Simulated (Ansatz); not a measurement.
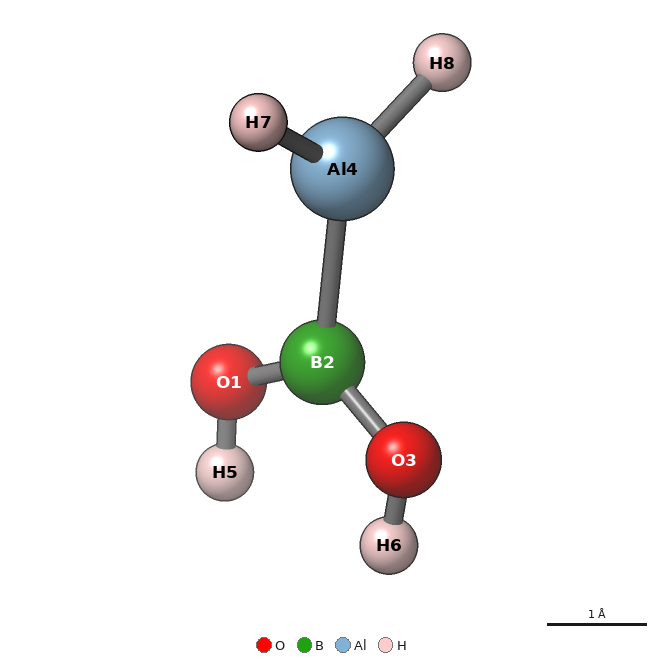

Orthographic view. Depth is shown by fading: the farther an atom, the more it takes the colour of the background. Computed geometry: PBE-D4/def2-SVP optimisation. No frequency run is at hand to confirm it as a minimum.

Write a Z-matrix (Å, degrees) in the order of the atom numbers, with these reference atoms: 2 to 1; 3 to 2, 1; 4 to 2, 1, 3; 5 to 1, 2, 3; 6 to 3, 2, 1; 7 to 4, 2, 1; 8 to 4, 7, 2.

```
O  
B    1   1.376
O    2   1.376   1   123.2
Al   2   2.152   1   118.4   3   180.0
H    1   0.980   2   114.0   3     0.2
H    3   0.980   2   114.1   1    -0.3
H    4   1.610   2   121.9   1    88.7
H    4   1.610   7   116.2   2   180.0
```
